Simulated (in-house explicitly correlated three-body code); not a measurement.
Two electrons around a point charge Z = 10 (Ne⁸⁺). Computed variationally in 260 exponentially correlated functions with an in-house code, non-relativistic, converged to about 10⁻⁸ of the energy. Wanted, and plotted below: the exact exchange and correlation potentials of the ground state, from inverting its density, with the radial density dashed.

The exchange potential, minus half the Hartree potential for two paired electrons, rises from −9.48 hartree at 0.020 bohr to −2.24 at 0.45 bohr, tending to −1/r far out. The correlation potential is −0.033 hartree at the inner end, crosses zero near 0.058 bohr and has a positive maximum of 0.021 hartree near 0.12 bohr; the density peaks at 0.10 bohr. The LDA correlation potential, by contrast, is negative everywhere. The Kohn-Sham level equals minus the binding of the second electron, −1195 eV.

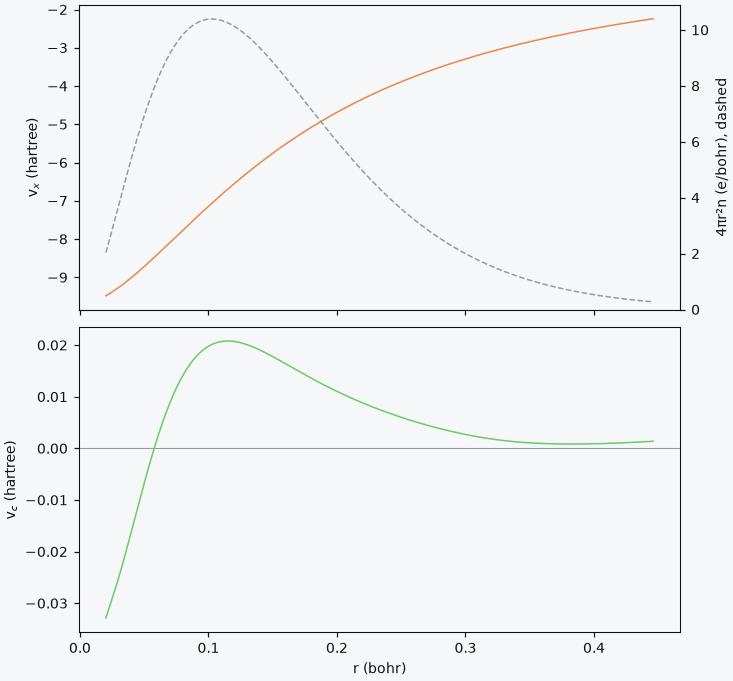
